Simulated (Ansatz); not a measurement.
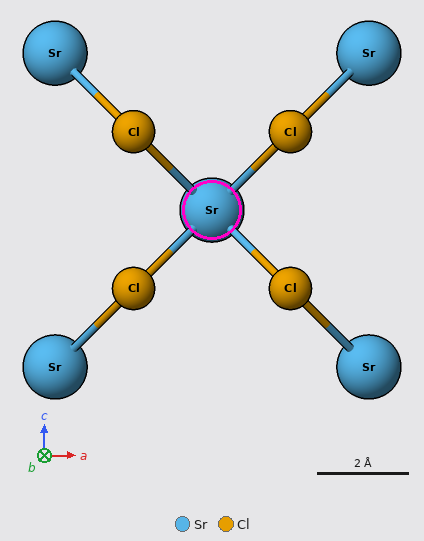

Perfect SrCl2. The picture is a ball-and-stick view of the atoms within 5.4 Å of one point, in a slice 4.2 Å thick across the line of sight, seen along the b axis.

Level of theory: DFT, PBE, plane-wave PAW, default files, scalar-relativistic in Ansatz. Settings: plane-wave cutoff 420 eV; k-point mesh 3 × 3 × 3; occupations fermi dirac; smearing width 0.01 eV; no spin polarisation. A uniform background neutralises the charged cell. The axes drawn are those of the host's conventional cell.

A strontium atom is taken out (a vacancy) at the ringed place, in charge state −2. The supercell has 24 sites, and the atoms are relaxed at the host's cell.

> How do the neighbours respond?

Around the empty Sr site the host had 8 Cl at 3.02 Å; after relaxation the nearest atoms are 8 Cl at 3.19 Å. Of the host's atoms, a chlorine atom moves furthest from its site, by 0.17 Å. Relaxing the atoms from the host's sites lowers the energy by 0.34 eV.

The relaxed defect, seen from the same direction:

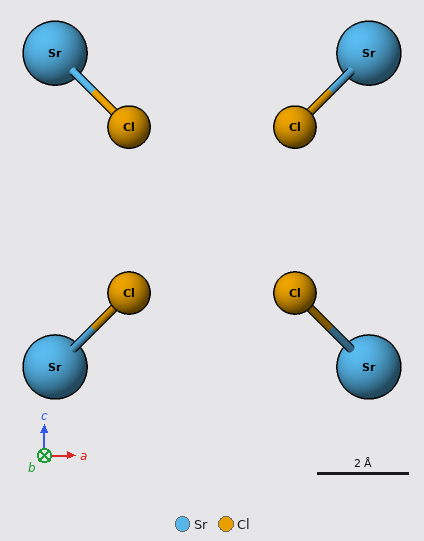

Limits of the set-up: the cell is charged, on a uniform background, and energies carry no finite-size correction.
